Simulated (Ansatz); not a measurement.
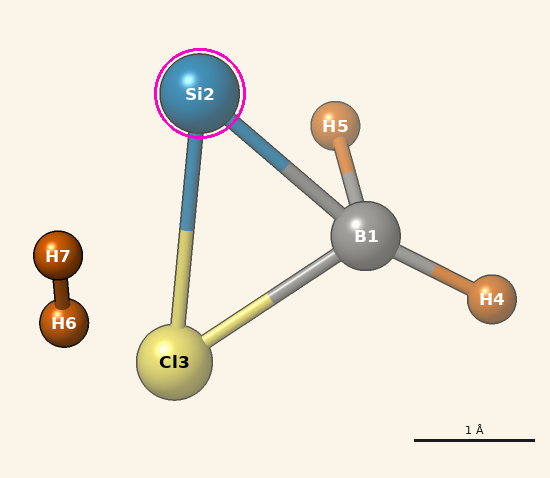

Orthographic view. Atoms fade into the background with distance from the viewer. The computed structure is the end point of a PBE0-D4/def2-TZVP optimisation. No frequency run is at hand to confirm it as a minimum.

> Which atoms are bonded to the circled atom?

The circled atom is Si2; it is bonded to B1, Cl3.

> Which atom is nearest the viewer?

H7, 2.4 Å in front of the mean position.

> Which atom is farthest from the viewer?

H5, 1.6 Å behind the mean position.
